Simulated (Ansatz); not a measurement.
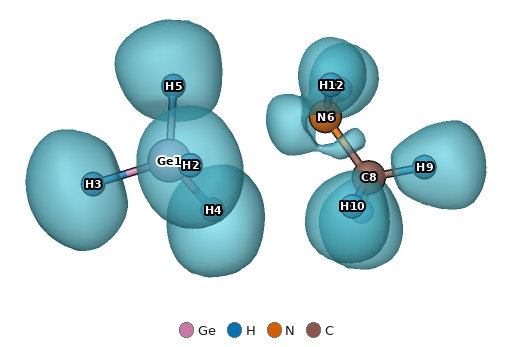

*GeH4···CH5N. Isosurface of the electron localisation function at 0.8 (cyan), seen across its widest extent. Only the valence region is drawn (cores and ρ < 0.01 e/Å³ removed).*

All numbers below come from Ansatz 0.2.0, RKS PBE0/def2-mTZVP.

The calculation's input:

```
crystal:
  periodic: [false, false, false]
  atoms:
    - { symbol: Ge, position_ang: [0.461203, -0.004809, -0.242374] }
    - { symbol: H, position_ang: [0.248903, -0.246993, 1.269691] }
    - { symbol: H, position_ang: [1.975523, -0.045168, -0.531331] }
    - { symbol: H, position_ang: [-0.092394, 1.359675, -0.658699] }
    - { symbol: H, position_ang: [-0.21804, -1.137109, -1.024309] }
    - { symbol: "N", position_ang: [-2.331938, -0.044597, 1.128362] }
    - { symbol: H, position_ang: [-3.074144, -0.690044, 0.873936] }
    - { symbol: C, position_ang: [-2.815102, 0.973097, 2.046786] }
    - { symbol: H, position_ang: [-3.320934, 0.588921, 2.94295] }
    - { symbol: H, position_ang: [-1.967485, 1.583401, 2.375273] }
    - { symbol: H, position_ang: [-3.510191, 1.643426, 1.534514] }
    - { symbol: H, position_ang: [-1.567401, -0.582299, 1.574802] }
basis:
  gaussian: { orbitals: def2-mTZVP }
hamiltonian:
  xc: pbe0
relax:
  f_tol: 0.03
  max_steps: 50
output:
  orbitals: {}
```

Run with:

```sh
ansatz run input.yaml --threads 2 --pin off --max-ram 3072MiB --backend cpu --events-out ev --progress --plain --runs-dir out
```

The fields are those of the run's last geometry, not of the input's.

Question: What do the ELF domains correspond to?

Answer: The surface consists of seven regions around hydrogen nuclei and one joined region spread over several atoms (H, N), in which their bonds and any lone pairs are merged.

Values along the shortest contacts:
Ge1···N6 (3.15 Å): the ELF dips to about 0.05 between them. C–N (1.46 Å): the ELF peaks at about 0.95 between the atoms; a shared electron pair.
